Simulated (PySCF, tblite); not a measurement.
**C₇H₁₀OSSi: geometry, infrared bands and NMR shifts**

Aim: predict the infrared bands and NMR shifts of C₇H₁₀OSSi (`COc1ccc(S[SiH3])cc1`).

Computed with tblite 0.8.0 and PySCF 2.14.0, with density-fitted response routines of our own, on a single molecule in the gas phase. Atoms are numbered from 0 throughout.

**1. The molecule as given**

20 atoms, charge 0, multiplicity 1; geometry from: force field or distance geometry start.

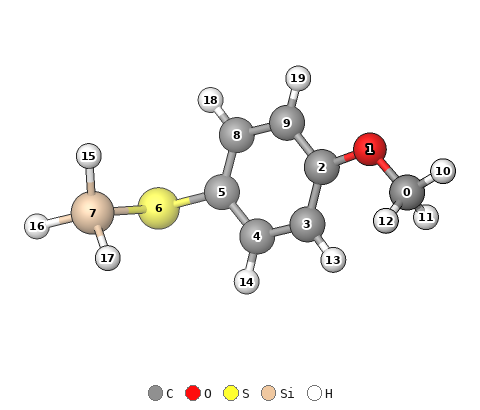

As it starts; carbon grey, oxygen red, sulfur yellow, silicon light orange, hydrogen white, atoms numbered.

**2. Relaxing the molecule with GFN2-xTB**

What the job is given:

```
{"job": {"kind": "relax", "xc": "GFN2-xTB", "basis": "xTB"}, "charge": 0, "multiplicity": 1}
C     -3.641100     0.266100     0.500000
O     -2.747900    -0.787100     0.217000
C     -1.460900    -0.444300    -0.124900
C     -0.974800     0.866500    -0.238000
C      0.356400     1.074800    -0.596500
C      1.200300    -0.002300    -0.874300
S      2.892500     0.286700    -1.359600
Si     3.963600     0.224500     0.513600
C      0.709100    -1.304800    -0.783100
C     -0.629000    -1.517800    -0.404900
H     -4.618600    -0.177200     0.757700
H     -3.802500     0.896300    -0.380300
H     -3.320800     0.863000     1.369000
H     -1.589900     1.725400    -0.031500
H      0.720000     2.106200    -0.685200
H      3.771200    -1.114700     1.144200
H      5.401200     0.459000     0.253800
H      3.431500     1.275200     1.406600
H      1.335900    -2.153800    -1.002700
H     -1.001000    -2.531000    -0.334800
```

Command:

```
OMP_NUM_THREADS=1 python probes_run.py task.json out
```

One launch serves the whole session: the jobs run in the order shown.

What it wrote:

```text
step      E/eV     max force
  0    -792.93817    1.402
  1    -792.98728    0.454
  2    -793.00745    0.333
  3    -793.02168    0.228
  4    -793.02735    0.184
  5    -793.03346    0.170
  6    -793.03707    0.151
  7    -793.04130    0.171
  8    -793.04496    0.129
  9    -793.04785    0.128
 10    -793.04987    0.097
 11    -793.05154    0.130
 12    -793.05294    0.132
 13    -793.05398    0.082
 14    -793.05466    0.082
 15    -793.05526    0.109
 16    -793.05592    0.102
 17    -793.05650    0.059
 18    -793.05687    0.037
 19    -793.05711    0.031
 20    -793.05732    0.036
 21    -793.05758    0.035
 22    -793.05787    0.043
 23    -793.05822    0.044
 24    -793.05863    0.050
 25    -793.05907    0.055
 26    -793.05945    0.042
 27    -793.05975    0.031
 28    -793.06000    0.039
 29    -793.06027    0.042
 30    -793.06051    0.038
 31    -793.06072    0.030
 32    -793.06090    0.033
 33    -793.06107    0.029
 34    -793.06121    0.027
 35    -793.06132    0.023
 36    -793.06142    0.021
 37    -793.06155    0.026
 38    -793.06170    0.030
 39    -793.06183    0.030
 40    -793.06195    0.027
 41    -793.06207    0.029
 42    -793.06221    0.032
 43    -793.06235    0.032
 44    -793.06246    0.024
 45    -793.06258    0.024
 46    -793.06270    0.029
 47    -793.06281    0.027
 48    -793.06288    0.020
 49    -793.06291    0.015
 50    -793.06295    0.018
 51    -793.06301    0.018
 52    -793.06307    0.020
 53    -793.06311    0.016
 54    -793.06314    0.010
```

It took 0.43 s on 1 thread of Arm Neoverse V2, shared host; peak memory 0.18 GiB.

The steps of the relaxation: (not every step is listed)

| step | energy from step 0 (eV) | largest force (eV/Å) |
| --- | --- | --- |
| 0 | 0.0000 | 1.4025 |
| 1 | -0.0491 | 0.4545 |
| 2 | -0.0693 | 0.3328 |
| 3 | -0.0835 | 0.2284 |
| 4 | -0.0892 | 0.1844 |
| 5 | -0.0953 | 0.1699 |
| 6 | -0.0989 | 0.1513 |
| 7 | -0.1031 | 0.1708 |
| 8 | -0.1068 | 0.1294 |
| 12 | -0.1148 | 0.1322 |
| 16 | -0.1178 | 0.1024 |
| 20 | -0.1191 | 0.0357 |
| 24 | -0.1205 | 0.0503 |
| 28 | -0.1218 | 0.0387 |
| 32 | -0.1227 | 0.0327 |
| 36 | -0.1232 | 0.0215 |
| 40 | -0.1238 | 0.0274 |
| 44 | -0.1243 | 0.0244 |
| 48 | -0.1247 | 0.0201 |
| 49 | -0.1247 | 0.0146 |
| 50 | -0.1248 | 0.0179 |
| 51 | -0.1248 | 0.0175 |
| 52 | -0.1249 | 0.0199 |
| 53 | -0.1249 | 0.0162 |
| 54 | -0.1250 | 0.0102 |

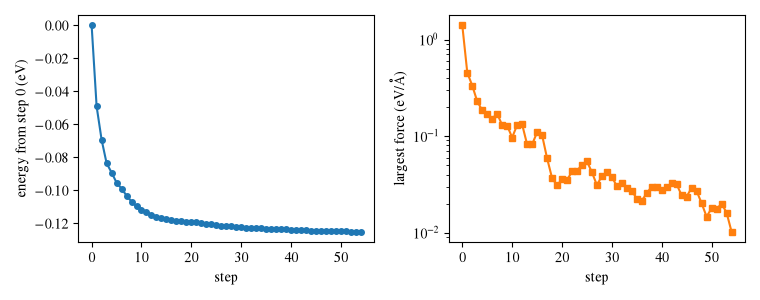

Energy and largest force along the relaxation.

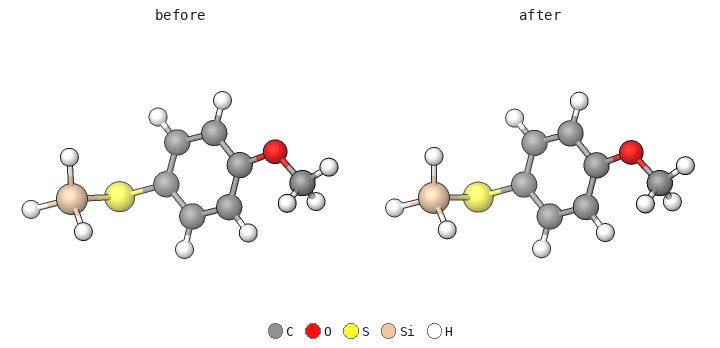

The geometry before (left) and after (right).

Close pairs (by a distance rule), those that changed most:

| bond | before (Å) | after (Å) | change (Å) |
| --- | --- | --- | --- |
| Si7–H15 | 1.493 | 1.458 | -0.035 |
| C8–C9 | 1.407 | 1.378 | -0.029 |
| Si7–H16 | 1.480 | 1.451 | -0.028 |
| Si7–H17 | 1.478 | 1.458 | -0.020 |
| C4–H14 | 1.097 | 1.080 | -0.018 |
| S6–Si7 | 2.159 | 2.142 | -0.017 |
| C0–H10 | 1.104 | 1.089 | -0.015 |
| O1–C2 | 1.375 | 1.361 | -0.014 |

The next job starts from the end point, and lists it.

**3. Harmonic vibrations with GFN2-xTB**

What the job is given:

```
{"job": {"kind": "ir", "xc": "GFN2-xTB", "basis": "xTB"}, "charge": 0, "multiplicity": 1}
C     -3.607145     0.268939     0.498912
O     -2.684431    -0.766289     0.260568
C     -1.415393    -0.436131    -0.102977
C     -0.928858     0.862543    -0.209946
C      0.383578     1.078446    -0.594843
C      1.217564     0.010787    -0.871564
S      2.897358     0.305484    -1.399036
Si     3.838886     0.199314     0.522220
C      0.739320    -1.287793    -0.765554
C     -0.565179    -1.508783    -0.382111
H     -4.551094    -0.224188     0.725402
H     -3.734075     0.904835    -0.383085
H     -3.308586     0.885775     1.352733
H     -1.557783     1.713474    -0.000455
H      0.760736     2.086044    -0.684190
H      3.580302    -1.120945     1.084227
H      5.237821     0.430893     0.213681
H      3.258130     1.235755     1.368111
H      1.391573    -2.118031    -0.990617
H     -0.957871    -2.509452    -0.295419
```

What it wrote:

```text
mode    cm-1     km/mol
  1      -7.0      1.79
  2      54.6      1.10
  3      85.4      0.12
  4      94.1      2.14
  5     149.5      3.26
  6     190.7      1.70
  7     230.4      0.01
  8     287.1      2.05
  9     326.6      6.56
 10     345.8      2.32
 11     379.8      0.04
 12     475.6      6.73
 13     488.2      2.19
 14     515.3     48.04
 15     536.3     43.84
 16     564.1     18.03
 17     601.1      4.46
 18     629.2     49.84
 19     662.6      2.45
 20     739.3    145.18
 21     764.6    452.62
 22     789.5    155.61
 23     800.2    130.54
 24     811.3     25.39
 25     858.8      1.95
 26     899.7      0.07
 27     917.2      0.13
 28     990.1     18.16
 29    1063.3     38.23
 30    1110.1     29.54
 31    1122.0      2.05
 32    1125.5      1.47
 33    1156.7      5.74
 34    1186.6     55.13
 35    1252.4    211.22
 36    1263.8     34.57
 37    1328.3     30.05
 38    1400.4      1.13
 39    1407.8      1.26
 40    1463.4    192.09
 41    1471.8      6.13
 42    1484.0      2.43
 43    1572.6     16.52
 44    1592.4     61.59
 45    2298.3    288.79
 46    2313.8    133.72
 47    2373.5    231.62
 48    2932.1     39.61
 49    2945.9     33.00
 50    3028.3     17.01
 51    3089.6      5.84
 52    3091.4     27.44
 53    3103.8     30.34
 54    3108.8     14.06
```

It took 0.83 s on 1 thread of Arm Neoverse V2, shared host; peak memory 0.18 GiB.

The strongest bands and the atoms that carry them (share of the mass-weighted mode):

| cm⁻¹ | km/mol | atoms |
| --- | --- | --- |
| 739 | 145.2 | H16 60 %, H15 19 %, H17 17 % |
| 765 | 452.6 | H16 36 %, H17 29 %, H15 26 % |
| 790 | 155.6 | H17 44 %, H15 44 % |
| 1252 | 211.2 | C2 34 %, O1 17 %, H18 14 % |
| 1463 | 192.1 | C2 18 %, C8 16 %, C4 11 % |
| 2298 | 288.8 | H17 60 %, H15 36 % |
| 2314 | 133.7 | H15 61 %, H17 37 % |
| 2374 | 231.6 | H16 97 % |

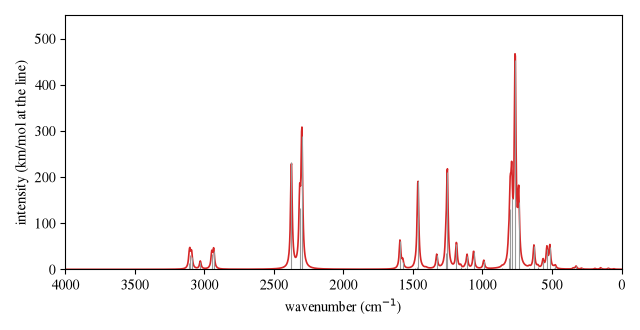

The infrared spectrum from these modes, unscaled. Lines are broadened to a width of 14 cm⁻¹ (Lorentzian).

**4. Shielding tensors: PBE0/pcSseg-1**

Same as in step 3 but for these lines:

```diff
@@ -1,2 +1,2 @@
-{"job": {"kind": "ir", "xc": "GFN2-xTB", "basis": "xTB"}, "charge": 0, "multiplicity": 1}
+{"job": {"kind": "nmr", "xc": "PBE0", "basis": "pcSseg-1"}, "charge": 0, "multiplicity": 1}
 C     -3.607145     0.268939     0.498912
```

With the program's defaults for keys left out, this is: GIAO PBE0/pcSseg-1 NMR shielding, non-relativistic, gas phase.

What it wrote:

```text
coarse grid: 18136 points
cycle   1  E = -1034.8031042005  dE =  1.595e+00  |g| = 5.314e-01  |ddm| = 4.432e+00
cycle   2  E = -1034.7783707659  dE =  2.473e-02  |g| = 6.702e-01  |ddm| = 1.228e+00
cycle   3  E = -1034.8619473396  dE = -8.358e-02  |g| = 1.065e-01  |ddm| = 6.786e-01
cycle   4  E = -1034.8638432948  dE = -1.896e-03  |g| = 3.914e-02  |ddm| = 1.160e-01
cycle   5  E = -1034.8641747090  dE = -3.314e-04  |g| = 1.054e-02  |ddm| = 5.026e-02
cycle   6  E = -1034.8641981534  dE = -2.344e-05  |g| = 4.952e-03  |ddm| = 1.703e-02
cycle   7  E = -1034.8642042978  dE = -6.144e-06  |g| = 1.305e-03  |ddm| = 6.102e-03
final grid: 167056 points
cycle   8  E = -1034.9355377165  dE = -4.144e-05  |g| = 1.257e-02  |ddm| = 5.453e-02
cycle   9  E = -1034.9355037018  dE =  3.401e-05  |g| = 1.832e-02  |ddm| = 2.694e-02
cycle  10  E = -1034.9355704042  dE = -6.670e-05  |g| = 1.886e-03  |ddm| = 1.694e-02
cycle  11  E = -1034.9355711462  dE = -7.419e-07  |g| = 3.309e-04  |ddm| = 2.198e-03
cycle  12  E = -1034.9355711678  dE = -2.160e-08  |g| = 1.803e-04  |ddm| = 5.915e-04
cycle  13  E = -1034.9355711761  dE = -8.367e-09  |g| = 4.792e-05  |ddm| = 2.310e-04
cycle  14  E = -1034.9355711767  dE = -5.598e-10  |g| = 1.415e-05  |ddm| = 8.034e-05
converged SCF energy = -1034.9355711767

GIAO shielding tensors (ppm)
atom      isotropic    diamagn.    paramagn.     s11        s22        s33       span
  0 C      131.012     244.274    -113.262    103.055    111.446    178.534     75.479
  1 O      229.258     395.604    -166.347    122.982    273.792    290.999    168.016
  2 C       19.935     258.636    -238.701    -61.131      5.328    115.608    176.739
  3 C       73.431     259.999    -186.569    -14.980     55.652    179.619    194.599
  4 C       44.464     253.042    -208.578    -60.771     39.967    154.196    214.967
  5 C       57.624     264.601    -206.977    -38.266     57.342    153.795    192.062
  6 S      619.300    1057.005    -437.705    418.561    530.164    909.176    490.615
  7 Si     394.753     879.056    -484.303    337.070    390.546    456.644    119.574
  8 C       44.060     252.636    -208.576    -60.325     38.451    154.053    214.377
  9 C       61.891     254.516    -192.625    -26.328     49.732    162.269    188.597
 10 H       27.427      26.557       0.870     22.893     25.976     33.410     10.517
 11 H       28.037      28.374      -0.337     24.582     25.735     33.794      9.212
 12 H       27.965      29.481      -1.516     24.495     25.665     33.736      9.240
 13 H       24.961      34.245      -9.285     20.531     24.726     29.625      9.094
 14 H       23.822      33.361      -9.539     19.622     22.560     29.285      9.663
 15 H       27.215      29.310      -2.094     23.016     26.308     32.322      9.306
 16 H       27.066      28.090      -1.025     23.772     24.004     33.421      9.648
 17 H       27.256      29.345      -2.089     23.074     26.358     32.335      9.261
 18 H       23.841      33.144      -9.303     19.741     22.682     29.101      9.360
 19 H       24.480      32.193      -7.713     20.410     24.754     28.277      7.867
```

It took 55 s on 1 thread of Arm Neoverse V2, shared host; peak memory 1.1 GiB.

Shifts follow as δ = σ(reference) − σ, with reference shieldings (ppm) from runs at the same level and on the same kind of geometry: 1H TMS 31.72, 13C TMS 186.9, 29Si TMS 349.2, 17O H2O 336.1, 33S CS2 504. The references are single molecules in the gas phase, so shifts against H2O, NH3, PH3, H3PO4 or CFCl3 are not on the usual liquid scales and can be off by tens of ppm. Atoms listed in one row are averaged.

| atoms | environment | σ (ppm) | δ (ppm) | δ scaled to CDCl3 |
| --- | --- | --- | --- | --- |
| C2 | aromatic carbon bearing oxygen | 19.9 | 167.0 | 161.1 |
| C4, C8 | aromatic CH | 44.3 | 142.7 | 137.3 |
| C5 | aromatic carbon bearing sulfur | 57.6 | 129.3 | 119.9 |
| C3, C9 | aromatic CH | 67.7 | 119.3 | 114.5 |
| C0 | methyl carbon bonded to O | 131.0 | 55.9 | 52.7 |
| H14, H18 | hydrogen on an aromatic CH | 23.83 | 7.89 | 7.54 |
| H13, H19 | hydrogen on an aromatic CH | 24.72 | 7.00 | 6.70 |
| H15, H16, H17 | hydrogen on a silicon bonded to S | 27.18 | 4.54 | – |
| H10, H11, H12 | hydrogen on a methyl carbon bonded to O | 27.81 | 3.91 | 3.79 |
| O1 | ether oxygen | 229.3 | 106.8 | – |
| S6 | sulfur bonded to C, Si | 619 | -116 | – |
| Si7 | silicon bonded to S, 3 H | 394.8 | -45.6 | – |

The scaled column applies a straight-line fit of computed shieldings to shifts measured in CDCl3, with any fitted terms for Cl, Br or S neighbours (root-mean-square error 0.16 ppm for H, 1.9 ppm for C).

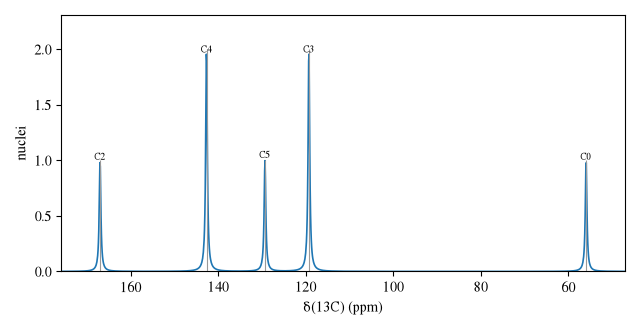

13C lines at the computed shifts, without couplings. Lines are broadened to a width of 0.44 ppm (Lorentzian).

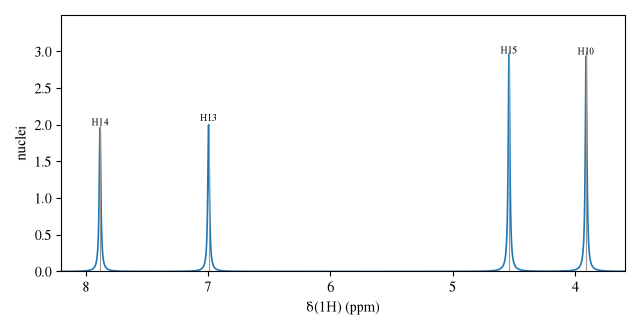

1H lines at the computed shifts, without couplings. Lines are broadened to a width of 0.02 ppm (Lorentzian).

The run also stored atomic charges by several schemes (e):

| atoms | Mulliken | IAO | Hirshfeld | ESP fit |
| --- | --- | --- | --- | --- |
| C0 | -0.04 | -0.21 | -0.03 | -0.11 |
| O1 | -0.49 | -0.33 | -0.11 | -0.33 |
| C2 | 0.23 | 0.21 | 0.08 | 0.53 |
| C3, C9 | -0.12 | -0.20 | -0.07 | -0.47 |
| C4, C8 | 0.08 | -0.14 | -0.05 | 0.04 |
| C5 | -0.46 | -0.13 | -0.03 | -0.03 |
| S6 | -0.16 | -0.15 | -0.09 | -0.29 |
| Si7 | 0.49 | 0.56 | 0.29 | 0.33 |

ESP fit charges:

C0 -0.11; O1 -0.33; C2 0.53; C3 -0.42; C4 -0.01; C5 -0.03; S6 -0.29; Si7 0.33; C8 0.09; C9 -0.51; H10 0.12; H11 0.09; H12 0.09; H13 0.18; H14 0.12; H15 -0.07; H16 -0.03; H17 -0.07; H18 0.10; H19 0.21

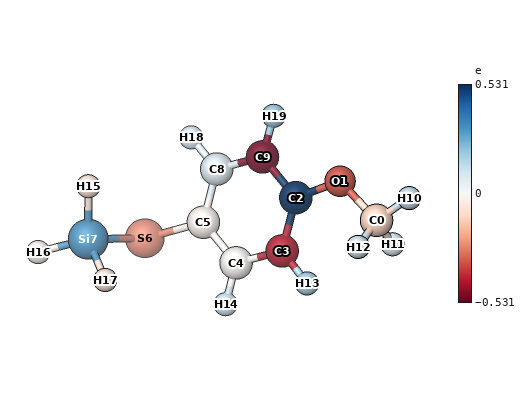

ESP fit charges, as colours on the atoms.

Mayer bond orders: C0–O1 0.91, O1–C2 1.01, C2–C3 1.36, C3–C4 1.44, C4–C5 1.38, C5–S6 1.10, S6–Si7 0.94, C5–C8 1.34, C8–C9 1.48, C9–C2 1.37.

Ring of atoms C2, C3, C4, C5, C8, C9: NICS(0) -9.4, NICS(1) -10.9, NICS(1)zz -26.1 ppm (means of both faces).

The fields below are evaluated on a grid from the run's orbitals.

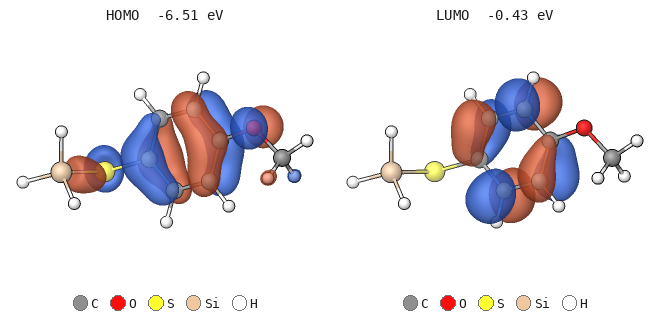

PBE0/pcSseg-1 orbitals near the gap, drawn at the value that encloses 70 % of each; the two colours are the two signs.

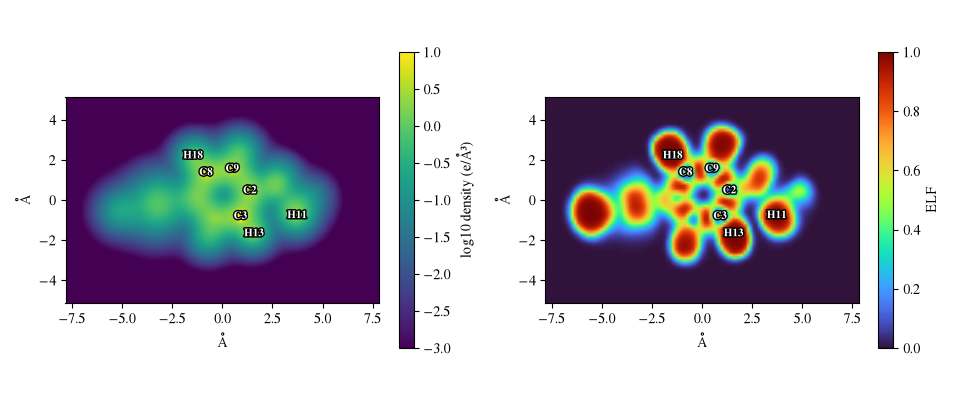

Density (left) and ELF (right) in a plane through or near 7 of the atoms.

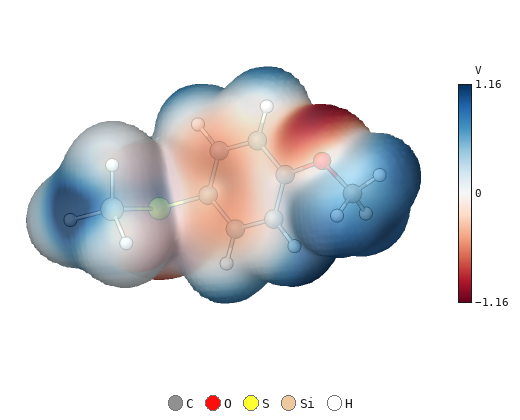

The potential that a unit positive charge feels on the 0.002 e/bohr³ surface, from -0.99 V near S6 to 1.16 V near H16.

**5. Outcome**

```
                                                               quantity                                 value
                              strongest single infrared mode (GFN2-xTB)                  765 cm⁻¹, 453 km/mol
                                           zero-point energy (GFN2-xTB)                         90.7 kcal/mol
13C shifts against TMS (PBE0/pcSseg-1, means over atoms taken as alike)  167.0, 142.7, 129.3, 119.3, 55.9 ppm
 1H shifts against TMS (PBE0/pcSseg-1, means over atoms taken as alike)            7.89, 7.00, 4.54, 3.91 ppm
                                 17O shifts against H2O (PBE0/pcSseg-1)                             106.8 ppm
                                 33S shifts against CS2 (PBE0/pcSseg-1)                              -116 ppm
                                29Si shifts against TMS (PBE0/pcSseg-1)                             -45.6 ppm
                                  surface potential, least and greatest                    -0.99 V and 1.16 V
```

**Reading.** The optimisation took 54 steps and gained 0.125 eV; among the close pairs (by a distance rule), Si7–H15 changed most, from 1.493 to 1.458 Å. The lowest mode is slightly imaginary (7i cm⁻¹), a soft motion within the noise of the Hessian, so the minimum is not strictly shown. The strongest single mode, at 765 cm⁻¹, has its largest shares on H16, H17 and H15 (the list is cut at 3 atoms). GFN2-xTB is a fitted tight-binding method: band positions and strengths are rough. Its intensities can rank the bands wrongly. At PBE0/pcSseg-1: Shielding is most anisotropic at S6 (span 491 ppm, paramagnetic term -438 ppm). NICS(1)zz of -26 ppm above the planar ring from C2 marks a diatropic (aromatic) ring current. At PBE0/pcSseg-1, counted by nearest atom on the grid, the HOMO lies on C5 20 %; O1 18 %, the LUMO on C4, C9 about 22 % each; C3, C8 about 11 % each.
